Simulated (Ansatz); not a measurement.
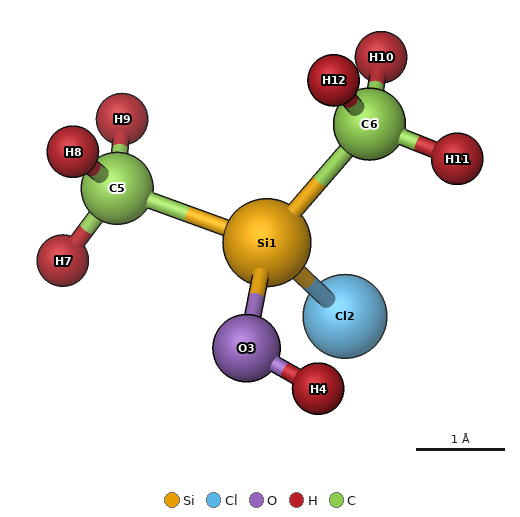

Figure 1. The input geometry (ball-and-stick view, seen at a tilt; atoms are numbered from 1 in the order of the input). Bond lengths as drawn: Cl–Si 2.11 Å, C–H 1.10 Å, C–Si 1.87 to 1.88 Å, H–O 0.98 Å and O–Si 1.67 Å.

# Nudged elastic band, with input and output: C2H7ClOSi (part 1 of 2)

System: C2H7ClOSi.
Method: RKS PBE-D4/6-31G* (Ansatz 0.2.0).

The run did not end well. It belongs to a series of runs on one base structure; here: band between the two ends.

### The input
```yaml
crystal:
  periodic: [false, false, false]
  atoms:
    - { symbol: Si, position_ang: [0.205305, -0.135148, -0.411324] }
    - { symbol: Cl, position_ang: [1.345376, -1.825389, -0.944247] }
    - { symbol: O, position_ang: [-0.090784, 0.783081, -1.779605] }
    - { symbol: H, position_ang: [-0.564411, 0.311943, -2.49159] }
    - { symbol: C, position_ang: [1.228249, 0.942135, 0.721878] }
    - { symbol: C, position_ang: [-1.366011, -0.793774, 0.380045] }
    - { symbol: H, position_ang: [2.163627, 1.248178, 0.225676] }
    - { symbol: H, position_ang: [0.668488, 1.853931, 0.992998] }
    - { symbol: H, position_ang: [1.48883, 0.405697, 1.64942] }
    - { symbol: H, position_ang: [-1.122296, -1.401052, 1.26864] }
    - { symbol: H, position_ang: [-1.942684, -1.431313, -0.311065] }
    - { symbol: H, position_ang: [-2.013486, 0.041711, 0.699275] }
basis:
  gaussian: { orbitals: "6-31G*" }
hamiltonian:
  xc: pbe
  dispersion: d4
neb:
  order_check: false
  images: 9
  f_tol: 0.03
  max_iterations: 60
  optimiser: lbfgs
  climbing: immediate
  final_atoms:
    - { symbol: Si, position_ang: [-0.29301612, -0.18920227, -0.21371764] }
    - { symbol: Cl, position_ang: [2.44361627, 0.12864309, -2.80849132] }
    - { symbol: O, position_ang: [-0.17482247, -0.62526874, -1.71244793] }
    - { symbol: H, position_ang: [1.1925803, -0.25934146, -2.38738332] }
    - { symbol: C, position_ang: [1.04970541, 0.75348351, 0.6824537] }
    - { symbol: C, position_ang: [-1.81356684, -0.59918548, 0.79800967] }
    - { symbol: H, position_ang: [1.93769259, 0.83874307, 0.03479213] }
    - { symbol: H, position_ang: [0.69542683, 1.76853954, 0.9390498] }
    - { symbol: H, position_ang: [1.32366448, 0.24863574, 1.6257118] }
    - { symbol: H, position_ang: [-1.56595137, -1.35945222, 1.56078703] }
    - { symbol: H, position_ang: [-2.60871404, -0.99806319, 0.14996667] }
    - { symbol: H, position_ang: [-2.18641205, 0.29246841, 1.3313704] }
  initial_path:
    images:
      - { positions_ang: [[0.205305, -0.135148, -0.411324], [1.345376, -1.825389, -0.944247], [-0.090784, 0.783081, -1.779605], [-0.564411, 0.311943, -2.49159], [1.228249, 0.942135, 0.721878], [-1.366011, -0.793774, 0.380045], [2.163627, 1.248178, 0.225676], [0.668488, 1.853931, 0.992998], [1.48883, 0.405697, 1.64942], [-1.122296, -1.401052, 1.26864], [-1.942684, -1.431313, -0.311065], [-2.013486, 0.041711, 0.699275]] }
      - { positions_ang: [[0.14696783, -0.07337871, -0.40549018], [1.31701097, -1.76579098, -1.08823872], [-0.13994148, 0.77134675, -1.79204727], [-0.38206941, 0.21223263, -2.474673], [1.21702198, 0.95777613, 0.72828225], [-1.38043868, -0.79580605, 0.40686899], [2.16677615, 1.17978081, 0.25317323], [0.72823236, 1.90033932, 0.9572267], [1.4228477, 0.44869004, 1.67227914], [-1.10268268, -1.43466353, 1.24772125], [-1.97193487, -1.40394349, -0.28962382], [-2.02158688, 0.00341709, 0.78462245]] }
      - { positions_ang: [[0.08863065, -0.01160942, -0.39965637], [1.28864594, -1.70619296, -1.23223044], [-0.18909895, 0.75961249, -1.80448954], [-0.19972782, 0.11252225, -2.457756], [1.20579497, 0.97341727, 0.73468649], [-1.39486636, -0.79783811, 0.43369298], [2.16992529, 1.11138362, 0.28067045], [0.78797672, 1.94674764, 0.92145539], [1.3568654, 0.49168308, 1.69513829], [-1.08306936, -1.46827506, 1.2268025], [-2.00118573, -1.37657399, -0.26818265], [-2.02968775, -0.03487681, 0.8699699]] }
      - { positions_ang: [[0.03029348, 0.05015986, -0.39382255], [1.26028091, -1.64659494, -1.37622216], [-0.23825643, 0.74787824, -1.81693182], [-0.01738623, 0.01281188, -2.44083899], [1.19456795, 0.9890584, 0.74109074], [-1.40929403, -0.79987016, 0.46051696], [2.17307444, 1.04298643, 0.30816768], [0.84772108, 1.99315596, 0.88568409], [1.29088311, 0.53467612, 1.71799743], [-1.06345603, -1.50188659, 1.20588375], [-2.0304366, -1.34920448, -0.24674147], [-2.03778863, -0.07317072, 0.95531735]] }
      - { positions_ang: [[-0.0280437, 0.11192915, -0.38798874], [1.23191587, -1.58699692, -1.52021389], [-0.2874139, 0.73614399, -1.82937409], [0.16495536, -0.0868985, -2.42392199], [1.18334093, 1.00469953, 0.74749498], [-1.42372171, -0.80190222, 0.48734095], [2.17622358, 0.97458924, 0.33566491], [0.90746544, 2.03956428, 0.84991278], [1.22490081, 0.57766916, 1.74085657], [-1.04384271, -1.53549812, 1.184965], [-2.05968747, -1.32183498, -0.22530029], [-2.0458895, -0.11146463, 1.0406648]] }
      - { positions_ang: [[-0.08638087, 0.17369844, -0.38215492], [1.20355084, -1.52739889, -1.66420561], [-0.33657138, 0.72440974, -1.84181636], [0.34729695, -0.18660887, -2.40700499], [1.17211392, 1.02034067, 0.75389923], [-1.43814939, -0.80393427, 0.51416494], [2.17937273, 0.90619205, 0.36316213], [0.9672098, 2.0859726, 0.81414148], [1.15891851, 0.6206622, 1.76371572], [-1.02422939, -1.56910965, 1.16404625], [-2.08893834, -1.29446547, -0.20385911], [-2.05399038, -0.14975853, 1.12601225]] }
      - { positions_ang: [[-0.12770792, 0.1011183, -0.34846747], [1.45156393, -1.1961905, -1.89306275], [-0.3042216, 0.45447404, -1.81594267], [0.51635362, -0.20115539, -2.40308066], [1.14763222, 0.96696923, 0.73961012], [-1.51323288, -0.76298452, 0.57093389], [2.1310367, 0.89270226, 0.29748813], [0.91285321, 2.02248599, 0.83912314], [1.1918677, 0.54625691, 1.73611493], [-1.13257379, -1.52717817, 1.2433944], [-2.19289348, -1.23518501, -0.13309396], [-2.08047471, -0.06131314, 1.16708388]] }
      - { positions_ang: [[-0.16903497, 0.02853815, -0.31478001], [1.69957701, -0.8649821, -2.12191989], [-0.27187181, 0.18453834, -1.79006899], [0.68541029, -0.21570191, -2.39915632], [1.12315051, 0.9135978, 0.72532102], [-1.58831637, -0.72203476, 0.62770283], [2.08270067, 0.87921246, 0.23181413], [0.85849661, 1.95899938, 0.86410481], [1.2248169, 0.47185162, 1.70851415], [-1.24091818, -1.48524668, 1.32274256], [-2.29684862, -1.17590456, -0.0623288], [-2.10695904, 0.02713224, 1.20815551]] }
      - { positions_ang: [[-0.21036202, -0.04404199, -0.28109255], [1.9475901, -0.5337737, -2.35077703], [-0.23952203, -0.08539735, -1.7641953], [0.85446696, -0.23024842, -2.39523199], [1.09866881, 0.86022637, 0.71103191], [-1.66339986, -0.681085, 0.68447178], [2.03436464, 0.86572266, 0.16614013], [0.80414002, 1.89551276, 0.88908647], [1.25776609, 0.39744632, 1.68091336], [-1.34926258, -1.44331519, 1.40209072], [-2.40080376, -1.1166241, 0.00843636], [-2.13344338, 0.11557763, 1.24922714]] }
      - { positions_ang: [[-0.25168907, -0.11662213, -0.2474051], [2.19560318, -0.2025653, -2.57963418], [-0.20717225, -0.35533305, -1.73832162], [1.02352363, -0.24479494, -2.39130766], [1.07418711, 0.80685494, 0.6967428], [-1.73848335, -0.64013524, 0.74124073], [1.98602862, 0.85223287, 0.10046613], [0.74978342, 1.83202615, 0.91406814], [1.29071529, 0.32304103, 1.65331258], [-1.45760698, -1.40138371, 1.48143887], [-2.5047589, -1.05734365, 0.07920152], [-2.15992771, 0.20402302, 1.29029877]] }
      - { positions_ang: [[-0.29301612, -0.18920227, -0.21371764], [2.44361627, 0.12864309, -2.80849132], [-0.17482247, -0.62526874, -1.71244793], [1.1925803, -0.25934146, -2.38738332], [1.04970541, 0.75348351, 0.6824537], [-1.81356684, -0.59918548, 0.79800967], [1.93769259, 0.83874307, 0.03479213], [0.69542683, 1.76853954, 0.9390498], [1.32366448, 0.24863574, 1.6257118], [-1.56595137, -1.35945222, 1.56078703], [-2.60871404, -0.99806319, 0.14996667], [-2.18641205, 0.29246841, 1.3313704]] }
```

Hardware: 2 threads of Arm Neoverse V1, 24 GiB of memory available, shared host.

Command:
```bash
ansatz run input.yaml --threads 2 --pin off --max-ram 3072MiB --backend cpu --events-out ev --progress --plain --runs-dir out
```

### Output
```
Engine: ansatz 0.2.0, aarch64-unknown-linux-gnu
Functional definition: PBE
  parameter kappa = 0.804
  parameter beta = 0.06672455060314922
  exchange = pbe_x(kappa = kappa, mu = beta*pi^2/3)
  correlation = pbe_c(beta = beta)
1214 factors; their error is unknown
mean field evaluation 1: about -24609.2654 eV, gradient 8.2e1 eV
mean field evaluation 2: about -24581.6891 eV, gradient 1.4e2 eV
mean field evaluation 4: about -24623.2616 eV, gradient 6.4e0 eV
mean field evaluation 8: about -24623.3550 eV, gradient 1.7e-1 eV
mean field evaluation 16: about -24623.2750 eV, gradient 3.5e-4 eV
mean field -24623.27497654 eV, -904.8886651327 hartree, gradient 1.5e-5 eV, S^2 0.000000; 0 other end points of the search recorded, 0 dependent functions left out
the calculation of the forces begins
reference -24623.27500622 eV, -904.8886662233 hartree; 29, 29 occupied and 68, 68 virtual orbitals, 1214 factors
1214 factors; their error is unknown
mean field evaluation 32: about -24621.0725 eV, gradient 4.6e-3 eV
mean field -24621.07251182 eV, -904.8077260471 hartree, gradient 6.7e-5 eV, S^2 0.000000; 0 other end points of the search recorded, 0 dependent functions left out
[... from here on the field's lines of each further geometry are left out, up to the last ...]
NEB iter   1: max|band force component| = 1.225e1 eV/Å  barrier→ = 4.5770 eV  barrier← = 2.3498 eV  CI = image 8  Δτ_max = 0.1867 Å  (308 SCF iters)
NEB iter   2: max|band force component| = 2.934e0 eV/Å  barrier→ = 2.8461 eV  barrier← = 0.6189 eV  CI = image 7  Δτ_max = 0.0473 Å  (270 SCF iters)
NEB iter   3: max|band force component| = 1.980e0 eV/Å  barrier→ = 2.6065 eV  barrier← = 0.3793 eV  CI = image 7  Δτ_max = 0.0908 Å  (264 SCF iters)
NEB iter   4: max|band force component| = 1.985e0 eV/Å  barrier→ = 2.4495 eV  barrier← = 0.2223 eV  CI = image 8  Δτ_max = 0.0383 Å  (265 SCF iters)
NEB iter   5: max|band force component| = 1.555e0 eV/Å  barrier→ = 2.4377 eV  barrier← = 0.2105 eV  CI = image 8  Δτ_max = 0.0407 Å  (266 SCF iters)
NEB iter   6: max|band force component| = 1.507e0 eV/Å  barrier→ = 2.4271 eV  barrier← = 0.1999 eV  CI = image 8  Δτ_max = 0.1632 Å  (270 SCF iters)
NEB iter   7: max|band force component| = 2.150e0 eV/Å  barrier→ = 2.4060 eV  barrier← = 0.1788 eV  CI = image 8  Δτ_max = 0.0418 Å  (262 SCF iters)
NEB iter   8: max|band force component| = 6.530e-1 eV/Å  barrier→ = 2.3992 eV  barrier← = 0.1720 eV  CI = image 8  Δτ_max = 0.0130 Å  (269 SCF iters)
NEB iter   9: max|band force component| = 6.316e-1 eV/Å  barrier→ = 2.3967 eV  barrier← = 0.1695 eV  CI = image 8  Δτ_max = 0.1221 Å  (258 SCF iters)
NEB iter  10: max|band force component| = 1.196e0 eV/Å  barrier→ = 2.3867 eV  barrier← = 0.1595 eV  CI = image 8  Δτ_max = 0.0177 Å  (258 SCF iters)
NEB iter  11: max|band force component| = 5.321e-1 eV/Å  barrier→ = 2.3830 eV  barrier← = 0.1558 eV  CI = image 8  Δτ_max = 0.0216 Å  (262 SCF iters)
NEB iter  12: max|band force component| = 4.166e-1 eV/Å  barrier→ = 2.3793 eV  barrier← = 0.1521 eV  CI = image 8  Δτ_max = 0.0347 Å  (269 SCF iters)
NEB iter  13: max|band force component| = 6.095e-1 eV/Å  barrier→ = 2.3760 eV  barrier← = 0.1488 eV  CI = image 8  Δτ_max = 0.0105 Å  (269 SCF iters)
NEB iter  14: max|band force component| = 4.088e-1 eV/Å  barrier→ = 2.3743 eV  barrier← = 0.1471 eV  CI = image 8  Δτ_max = 0.0152 Å  (273 SCF iters)
NEB iter  15: max|band force component| = 4.759e-1 eV/Å  barrier→ = 2.3722 eV  barrier← = 0.1450 eV  CI = image 8  Δτ_max = 0.0074 Å  (268 SCF iters)
NEB iter  16: max|band force component| = 3.252e-1 eV/Å  barrier→ = 2.3713 eV  barrier← = 0.1441 eV  CI = image 8  Δτ_max = 0.0191 Å  (237 SCF iters)
NEB iter  17: max|band force component| = 6.716e-1 eV/Å  barrier→ = 2.3690 eV  barrier← = 0.1418 eV  CI = image 8  Δτ_max = 0.0099 Å  (264 SCF iters)
NEB iter  18: max|band force component| = 2.938e-1 eV/Å  barrier→ = 2.3682 eV  barrier← = 0.1410 eV  CI = image 8  Δτ_max = 0.0105 Å  (243 SCF iters)
NEB iter  19: max|band force component| = 5.316e-1 eV/Å  barrier→ = 2.3668 eV  barrier← = 0.1396 eV  CI = image 8  Δτ_max = 0.0081 Å  (243 SCF iters)
NEB iter  20: max|band force component| = 2.729e-1 eV/Å  barrier→ = 2.3662 eV  barrier← = 0.1390 eV  CI = image 8  Δτ_max = 0.0122 Å  (231 SCF iters)
NEB iter  21: max|band force component| = 5.831e-1 eV/Å  barrier→ = 2.3648 eV  barrier← = 0.1376 eV  CI = image 8  Δτ_max = 0.0087 Å  (243 SCF iters)
NEB iter  22: max|band force component| = 2.516e-1 eV/Å  barrier→ = 2.3642 eV  barrier← = 0.1370 eV  CI = image 8  Δτ_max = 0.0099 Å  (227 SCF iters)
NEB iter  23: max|band force component| = 5.574e-1 eV/Å  barrier→ = 2.3630 eV  barrier← = 0.1358 eV  CI = image 8  Δτ_max = 0.0084 Å  (242 SCF iters)
NEB iter  24: max|band force component| = 2.342e-1 eV/Å  barrier→ = 2.3626 eV  barrier← = 0.1354 eV  CI = image 8  Δτ_max = 0.0088 Å  (221 SCF iters)
NEB iter  25: max|band force component| = 4.934e-1 eV/Å  barrier→ = 2.3616 eV  barrier← = 0.1344 eV  CI = image 8  Δτ_max = 0.0074 Å  (233 SCF iters)
NEB iter  26: max|band force component| = 2.183e-1 eV/Å  barrier→ = 2.3612 eV  barrier← = 0.1340 eV  CI = image 8  Δτ_max = 0.0097 Å  (219 SCF iters)
NEB iter  27: max|band force component| = 5.685e-1 eV/Å  barrier→ = 2.3602 eV  barrier← = 0.1330 eV  CI = image 8  Δτ_max = 0.0085 Å  (245 SCF iters)
NEB iter  28: max|band force component| = 2.021e-1 eV/Å  barrier→ = 2.3598 eV  barrier← = 0.1326 eV  CI = image 8  Δτ_max = 0.0068 Å  (218 SCF iters)
NEB iter  29: max|band force component| = 4.202e-1 eV/Å  barrier→ = 2.3592 eV  barrier← = 0.1320 eV  CI = image 8  Δτ_max = 0.0063 Å  (233 SCF iters)
NEB iter  30: max|band force component| = 1.897e-1 eV/Å  barrier→ = 2.3589 eV  barrier← = 0.1317 eV  CI = image 8  Δτ_max = 0.0097 Å  (218 SCF iters)
NEB iter  31: max|band force component| = 5.737e-1 eV/Å  barrier→ = 2.3581 eV  barrier← = 0.1309 eV  CI = image 8  Δτ_max = 0.0085 Å  (245 SCF iters)
NEB iter  32: max|band force component| = 1.743e-1 eV/Å  barrier→ = 2.3579 eV  barrier← = 0.1307 eV  CI = image 8  Δτ_max = 0.0054 Å  (217 SCF iters)
NEB iter  33: max|band force component| = 3.618e-1 eV/Å  barrier→ = 2.3575 eV  barrier← = 0.1303 eV  CI = image 8  Δτ_max = 0.0055 Å  (227 SCF iters)
NEB iter  34: max|band force component| = 1.675e-1 eV/Å  barrier→ = 2.3573 eV  barrier← = 0.1301 eV  CI = image 8  Δτ_max = 0.0098 Å  (210 SCF iters)
NEB iter  35: max|band force component| = 5.763e-1 eV/Å  barrier→ = 2.3566 eV  barrier← = 0.1294 eV  CI = image 8  Δτ_max = 0.0085 Å  (245 SCF iters)
NEB iter  36: max|band force component| = 1.645e-1 eV/Å  barrier→ = 2.3565 eV  barrier← = 0.1293 eV  CI = image 8  Δτ_max = 0.0049 Å  (217 SCF iters)
NEB iter  37: max|band force component| = 3.149e-1 eV/Å  barrier→ = 2.3562 eV  barrier← = 0.1290 eV  CI = image 8  Δτ_max = 0.0048 Å  (212 SCF iters)
NEB iter  38: max|band force component| = 1.610e-1 eV/Å  barrier→ = 2.3561 eV  barrier← = 0.1289 eV  CI = image 8  Δτ_max = 0.0109 Å  (209 SCF iters)
NEB iter  39: max|band force component| = 5.781e-1 eV/Å  barrier→ = 2.3557 eV  barrier← = 0.1285 eV  CI = image 8  Δτ_max = 0.0085 Å  (251 SCF iters)
NEB iter  40: max|band force component| = 1.573e-1 eV/Å  barrier→ = 2.3556 eV  barrier← = 0.1284 eV  CI = image 8  Δτ_max = 0.0045 Å  (219 SCF iters)
NEB iter  41: max|band force component| = 2.766e-1 eV/Å  barrier→ = 2.3555 eV  barrier← = 0.1283 eV  CI = image 8  Δτ_max = 0.0043 Å  (210 SCF iters)
NEB iter  42: max|band force component| = 1.542e-1 eV/Å  barrier→ = 2.3554 eV  barrier← = 0.1282 eV  CI = image 8  Δτ_max = 0.0120 Å  (210 SCF iters)
NEB iter  43: max|band force component| = 5.797e-1 eV/Å  barrier→ = 2.3552 eV  barrier← = 0.1280 eV  CI = image 8  Δτ_max = 0.0085 Å  (249 SCF iters)
NEB iter  44: max|band force component| = 1.500e-1 eV/Å  barrier→ = 2.3552 eV  barrier← = 0.1280 eV  CI = image 8  Δτ_max = 0.0042 Å  (209 SCF iters)
NEB iter  45: max|band force component| = 2.452e-1 eV/Å  barrier→ = 2.3551 eV  barrier← = 0.1279 eV  CI = image 8  Δτ_max = 0.0038 Å  (202 SCF iters)
NEB iter  46: max|band force component| = 1.487e-1 eV/Å  barrier→ = 2.3551 eV  barrier← = 0.1279 eV  CI = image 8  Δτ_max = 0.0131 Å  (208 SCF iters)
NEB iter  47: max|band force component| = 5.818e-1 eV/Å  barrier→ = 2.3550 eV  barrier← = 0.1278 eV  CI = image 8  Δτ_max = 0.0085 Å  (246 SCF iters)
NEB iter  48: max|band force component| = 1.450e-1 eV/Å  barrier→ = 2.3550 eV  barrier← = 0.1278 eV  CI = image 8  Δτ_max = 0.0039 Å  (208 SCF iters)
NEB iter  49: max|band force component| = 2.193e-1 eV/Å  barrier→ = 2.3551 eV  barrier← = 0.1279 eV  CI = image 8  Δτ_max = 0.0035 Å  (199 SCF iters)
NEB iter  50: max|band force component| = 1.440e-1 eV/Å  barrier→ = 2.3551 eV  barrier← = 0.1279 eV  CI = image 8  Δτ_max = 0.0141 Å  (206 SCF iters)
NEB iter  51: max|band force component| = 5.847e-1 eV/Å  barrier→ = 2.3551 eV  barrier← = 0.1279 eV  CI = image 8  Δτ_max = 0.0085 Å  (248 SCF iters)
NEB iter  52: max|band force component| = 1.402e-1 eV/Å  barrier→ = 2.3552 eV  barrier← = 0.1280 eV  CI = image 8  Δτ_max = 0.0036 Å  (208 SCF iters)
NEB iter  53: max|band force component| = 1.980e-1 eV/Å  barrier→ = 2.3552 eV  barrier← = 0.1280 eV  CI = image 8  Δτ_max = 0.0032 Å  (198 SCF iters)
NEB iter  54: max|band force component| = 1.392e-1 eV/Å  barrier→ = 2.3552 eV  barrier← = 0.1280 eV  CI = image 8  Δτ_max = 0.0151 Å  (207 SCF iters)
NEB iter  55: max|band force component| = 5.886e-1 eV/Å  barrier→ = 2.3554 eV  barrier← = 0.1282 eV  CI = image 8  Δτ_max = 0.0086 Å  (249 SCF iters)
NEB iter  56: max|band force component| = 1.354e-1 eV/Å  barrier→ = 2.3555 eV  barrier← = 0.1283 eV  CI = image 8  Δτ_max = 0.0033 Å  (208 SCF iters)
NEB iter  57: max|band force component| = 1.805e-1 eV/Å  barrier→ = 2.3555 eV  barrier← = 0.1283 eV  CI = image 8  Δτ_max = 0.0029 Å  (198 SCF iters)
NEB iter  58: max|band force component| = 1.344e-1 eV/Å  barrier→ = 2.3556 eV  barrier← = 0.1284 eV  CI = image 8  Δτ_max = 0.0159 Å  (197 SCF iters)
NEB iter  59: max|band force component| = 5.938e-1 eV/Å  barrier→ = 2.3558 eV  barrier← = 0.1286 eV  CI = image 8  Δτ_max = 0.0087 Å  (243 SCF iters)
the calculation of the forces begins
reference -24620.93177889 eV, -904.8025542074 hartree; 29, 29 occupied and 68, 68 virtual orbitals, 1214 factors
these checks for a lower state are left out or cut short: starts, cluster_reference, orbital_swaps, neighbouring_geometries, increment
1214 factors; their error is unknown
mean field -24621.03601465 eV, -904.8063848010 hartree, gradient 1.4e-5 eV, S^2 0.000000; 0 other end points of the search recorded, 0 dependent functions left out
the calculation of the forces begins
reference -24621.03604688 eV, -904.8063859852 hartree; 29, 29 occupied and 68, 68 virtual orbitals, 1214 factors
NEB iter  60: max|band force component| = 1.305e-1 eV/Å  barrier→ = 2.3559 eV  barrier← = 0.1287 eV  CI = image 8  Δτ_max = 0.0031 Å  (206 SCF iters)
```
